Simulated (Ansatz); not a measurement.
**BH₂OS radical (SMILES [BH]SO): one structure at several levels**

Aim: energy, forces and dipole at a structure displaced at random from a GFN2-xTB minimum, from CCSD(T) and from density functionals.

Computed with Ansatz 0.2.0, Gaussian basis. Level: single points in def2-TZVPP.

Correlated methods freeze the cores. Orbitals are unrestricted. B3LYP uses VWN-RPA correlation.

### 1 Starting geometry

SMILES `[BH]SO`, 5 atoms, charge 0, spin multiplicity 2.

Atoms are counted from 1 here; the program's logs count them from 0.

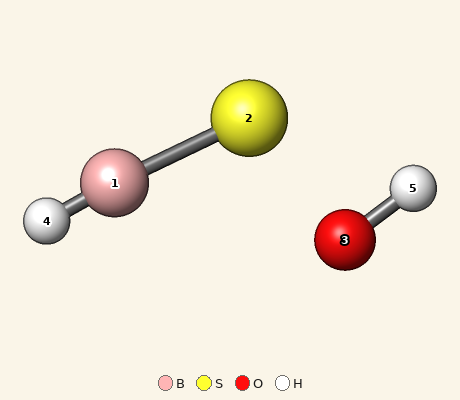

Start geometry, drawn with boron pink, sulfur yellow, oxygen red, hydrogen white; atoms are numbered from 1 in the order of the file.

Geometry (Å):

```
B    -1.4618   -0.0839   -0.5541
S    -0.1362   -0.5095    0.7581
O     1.4693    0.4101    0.0795
H    -2.1136    0.2210   -1.2325
H     2.0772   -0.0162    0.8708
```

### 2 CCSD(T)/def2-TZVPP

Input file run/in.yaml:

```yaml
crystal:
  periodic: [false, false, false]
  atoms:
    - {symbol: B, position_ang: [-1.461800, -0.083900, -0.554100]}
    - {symbol: S, position_ang: [-0.136200, -0.509500, 0.758100]}
    - {symbol: O, position_ang: [1.469300, 0.410100, 0.079500]}
    - {symbol: H, position_ang: [-2.113600, 0.221000, -1.232500]}
    - {symbol: H, position_ang: [2.077200, -0.016200, 0.870800]}
basis:
  gaussian: {orbitals: def2-TZVPP}
magnetization: {spin_polarized: true, initial_magnetization: 1}
correlation: {method: ccsd_t}
scf: {omitted_lower_state_checks: [cluster_reference]}
output: {forces: true}
```

No record of the launch command was kept for these runs.

### 3 PBE0-D4/def2-TZVPP

Changes to run/in.yaml since step 2:

```diff
@@ -11,4 +11,3 @@
 magnetization: {spin_polarized: true, initial_magnetization: 1}
-correlation: {method: ccsd_t}
-scf: {omitted_lower_state_checks: [cluster_reference]}
-output: {forces: true}
+hamiltonian: {xc: pbe0, dispersion: d4}
+output: {forces: true, orbitals: {seedname: orbitals}}
```

### 4 wB97M-V/def2-TZVPP

Changes to run/in.yaml since step 3:

```diff
@@ -11,3 +11,3 @@
 magnetization: {spin_polarized: true, initial_magnetization: 1}
-hamiltonian: {xc: pbe0, dispersion: d4}
-output: {forces: true, orbitals: {seedname: orbitals}}
+hamiltonian: {xc: {name: wB97M-V}}
+output: {forces: true}
```

### 5 r2SCAN-D4/def2-TZVPP

Changes to run/in.yaml since step 4:

```diff
@@ -11,3 +11,3 @@
 magnetization: {spin_polarized: true, initial_magnetization: 1}
-hamiltonian: {xc: {name: wB97M-V}}
+hamiltonian: {xc: r2scan, dispersion: d4}
 output: {forces: true}
```

### 6 PBE-D4/def2-TZVPP

Changes to run/in.yaml since step 5:

```diff
@@ -11,3 +11,3 @@
 magnetization: {spin_polarized: true, initial_magnetization: 1}
-hamiltonian: {xc: r2scan, dispersion: d4}
+hamiltonian: {xc: pbe, dispersion: d4}
 output: {forces: true}
```

### 7 B3LYP-D4/def2-TZVPP

Changes to run/in.yaml since step 6:

```diff
@@ -11,3 +11,3 @@
 magnetization: {spin_polarized: true, initial_magnetization: 1}
-hamiltonian: {xc: pbe, dispersion: d4}
+hamiltonian: {xc: {name: B3LYP}, dispersion: d4}
 output: {forces: true}
```

### 8 BHLYP-D4/def2-TZVPP

Changes to run/in.yaml since step 7:

```diff
@@ -11,3 +11,3 @@
 magnetization: {spin_polarized: true, initial_magnetization: 1}
-hamiltonian: {xc: {name: B3LYP}, dispersion: d4}
+hamiltonian: {xc: {name: BHLYP}, dispersion: d4}
 output: {forces: true}
```

(Steps that only read results are left out.)

**Question.** What will these runs give? Wanted: energy less free atoms, CCSD(T)/def2-TZVPP; RMS force component; RMS force error; HOMO and LUMO, PBE0-D4; T1 diagnostic.

As calculated:

| quantity | value |
| --- | --- |
| energy less free atoms, CCSD(T)/def2-TZVPP | -297.4 kcal/mol |
| RMS force component | 4.505 to 4.702 eV/Å over the methods |
| RMS force error | PBE0-D4 0.140, wB97M-V 0.145, r2SCAN-D4 0.027, PBE-D4 0.178, B3LYP-D4 0.110, BHLYP-D4 0.300 eV/Å |
| HOMO and LUMO, PBE0-D4 | -6.25 and -2.87 eV |
| T1 diagnostic | 0.050 |

In words: Against CCSD(T) the functionals' energies less atoms differ by -39.9 to +9.4 kcal/mol, PBE-D4 by -39.9 kcal/mol. The reference is not at the basis limit: in triple zeta CCSD(T) underbinds, which counts against methods that bind more; the gaps are no ranking. The forces of r2SCAN-D4 come nearest to CCSD(T), those of BHLYP-D4 are farthest. Frozen-core CCSD(T) forces in triple zeta carry basis errors of their own, and this is one geometry, so small gaps rank nothing. The T1 diagnostic is large here, over the usual mark for main-group molecules (transition-metal compounds often pass it harmlessly), so CCSD(T) itself may be off. The unrestricted reference is spin-contaminated, which hurts MP2 most.
